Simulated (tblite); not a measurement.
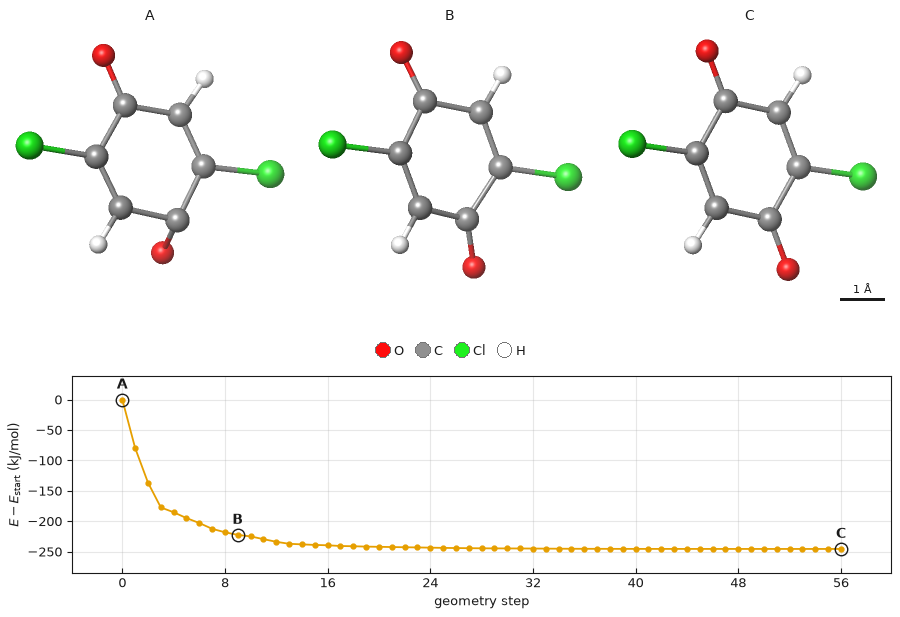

Frames of a relaxation of C₆H₂Cl₂O₂ (charge −1, multiplicity 2), marked on the history of the run. The picture is a ball-and-stick view, seen at a tilt.

Method: GFN2-xTB geometry optimisation, gas phase in tblite. 

> What happens along the run?

The largest move after the best rigid fit is that of an O atom, 0.98 Å. By element the largest moves are O 0.98 Å, C 0.31 Å, H 0.30 Å, Cl 0.27 Å. Some distances before and after: C–O 1.412 → 1.245 Å, C–C 1.304 → 1.357 Å, C–C 1.489 → 1.441 Å, C–H 1.104 → 1.081 Å. Among the angles between lasting bonds that change: C–C–O 103.9° → 124.0°, O–C–C 104.3° → 122.9°, C–C–H 122.0° → 116.7°. The energy falls by 245.5 kJ/mol in 56 geometry steps. The run took 0.48 s on 1 thread of Arm Neoverse V1 (shared host). From step 0 to 9: an O atom moves most (0.48 Å), energy −222.4 kJ/mol. From step 9 to 56: an O atom moves most (0.54 Å), energy −23.1 kJ/mol.

```
step  E − E(0), kJ/mol
   0              0.00
   1            -79.63
   2           -136.48
   3           -177.24
   4           -185.18
   5           -194.75
   6           -202.86
   7           -212.41
   8           -218.07
   9           -222.39
  10           -224.87
  12           -233.75
  15           -238.87
  17           -240.63
  20           -241.96
  22           -242.65
  25           -243.71
  27           -244.23
  29           -244.55
  32           -244.81
  34           -245.09
  37           -245.28
  39           -245.36
  41           -245.39
  44           -245.42
  46           -245.44
  49           -245.45
  51           -245.46
  54           -245.47
  56           -245.47
```
